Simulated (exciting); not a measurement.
The Sr L₃ edge of atom 1 in SrCl2, space group Fm-3m, with 8 Cl at 3.02 Å (cubic, site symmetry m-3m), was computed at 2 levels: exchange and screened direct term (singlet BSE) and independent particles. Common settings: exciting, all-electron LAPW+lo, PBE, 3×3×3 shifted k points, 35 conduction bands, |G+q| up to 3 bohr⁻¹ (2 in the exchange term), full RPA screening with nempty = 63, Lorentzian half width 0.69 eV.

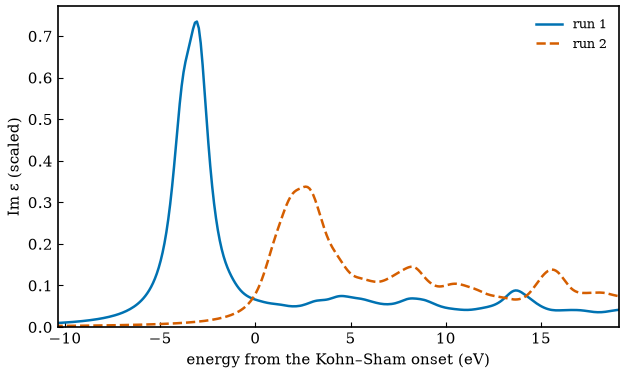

Energy from the Kohn–Sham onset, core level to the lowest empty state found on the meshes used; all runs on one relative scale.

**Question.** Which run is which, and why?

Run 1: exchange and screened direct term (singlet BSE); highest local maximum in the window at -3.1 eV. Run 2: independent particles; highest local maximum in the window at 2.6 eV. The attractive direct term pulls weight down: the curves pass 0.11 at -5.3 and 0.3 eV in the order of the runs. Fine structure above the first lines is partly noise of the 27-point mesh.

[Hosts, paths, dates, database ids (printed as entryN), source tags and the programs' standing remarks are cut or masked in the printed files.]
